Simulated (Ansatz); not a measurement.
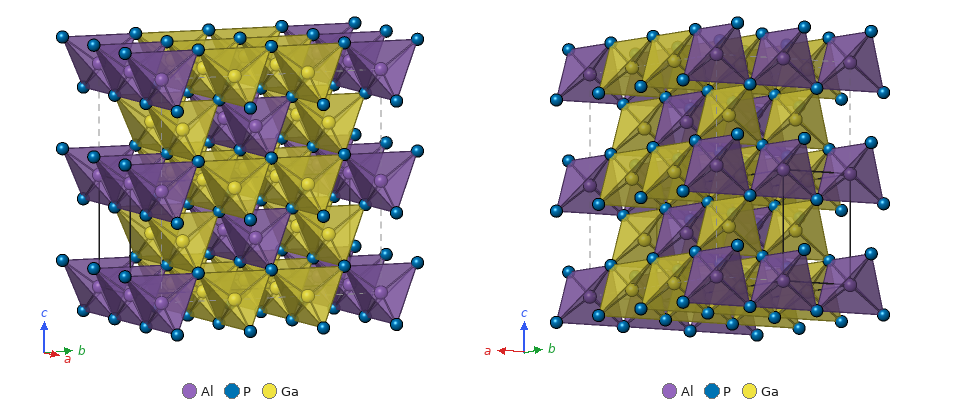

Polyhedra are drawn about Al and Ga (bonds: Al–P below 2.7 Å and Ga–P below 2.7 Å); other atoms are plain spheres. Two views of the same piece.

AlGa₂P₃ (space group Imm2, No. 44): the input geometry of an electronic-structure calculation (not necessarily at equilibrium); the starting structure was generated, so it need not be a known form of this composition.

Sharing among the drawn polyhedra:

```tsv
site	polyhedron	corner-sharing neighbours	edge-sharing	face-sharing	bond (Å)
Al	AlP4 tetrahedron	12	0	0	2.36
Ga	GaP4 tetrahedron	12	0	0	2.36
```

They form a three-dimensional framework of corner-sharing tetrahedra.
